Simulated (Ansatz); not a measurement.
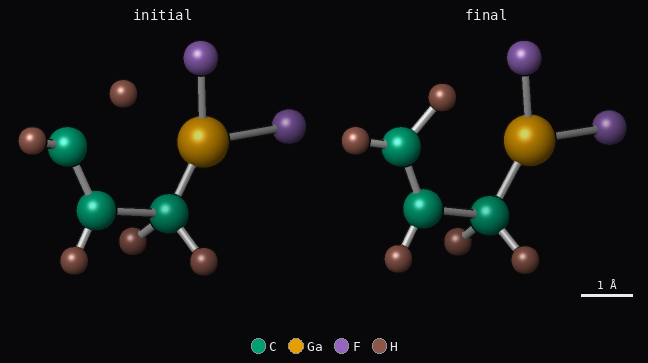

The structure of C3H5F2Ga (charge +1, multiplicity 2) before (left) and after (right) a relaxation, at one scale.

A ball-and-stick model, seen from a free direction.

These are results of UKS SVWN5/def2-mTZVPP in Ansatz 0.2.0, not measurements.

Input
```yaml
crystal:
  periodic: [false, false, false]
  atoms:
    - {symbol: C, position_ang: [-0.203652, -0.542890, -1.771397]}
    - {symbol: C, position_ang: [-0.368042, -1.154374, -0.441751]}
    - {symbol: C, position_ang: [0.015333, -0.284885, 1.108086]}
    - {symbol: Ga, position_ang: [0.473903, 1.247381, 0.943110]}
    - {symbol: F, position_ang: [0.469917, 2.492248, -0.303079]}
    - {symbol: F, position_ang: [0.940948, 2.565243, 2.508267]}
    - {symbol: H, position_ang: [-0.491309, -0.899984, -2.641589]}
    - {symbol: H, position_ang: [-0.405577, 0.962814, -1.661018]}
    - {symbol: H, position_ang: [-0.567104, -2.202027, -0.225932]}
    - {symbol: H, position_ang: [0.737988, -1.144643, 1.282316]}
    - {symbol: H, position_ang: [-0.818217, -0.587931, 1.935506]}
basis:
  gaussian: {orbitals: def2-mTZVPP, nuclear_model: gaussian}
total_charge: 1
magnetization: {spin_polarized: true, initial_magnetization: 1}
hamiltonian: {xc: {name: SVWN5}}
relax: {f_tol: 0.001, max_steps: 2}
```

Run as
```bash
ansatz run in.yaml --threads 4 --pin off --events-out ev --progress --plain --max-ram 11315MiB
```

Describe what moved and what it gained.

Answer. The relaxation stopped without meeting its thresholds, so the last structure isn't shown to be converged. The input was poor on purpose: steps. Over 1 geometry step the energy falls by 3.712 eV. Largest force component: 13 eV/Å at the start, 7.1 eV/Å at the end. The largest move after the best rigid fit is that of C1, 0.19 Å. By element the largest moves are C 0.19 Å, H 0.13 Å, F 0.09 Å, Ga 0.06 Å. Near-neighbour distances that change, for instance: C1–H8 1.523 → 1.269 Å, C2–C3 1.818 → 1.685 Å, Ga4–F6 2.099 → 1.968 Å, C3–Ga4 1.608 → 1.726 Å. New bonds form, among them: C1–H8 (1.52 → 1.27 Å). Bond angles that change, for instance: C2–C3–H10 84.4° → 91.9°, Ga4–C3–H11 120.3° → 115.2°, C2–C3–H11 108.5° → 112.4°.
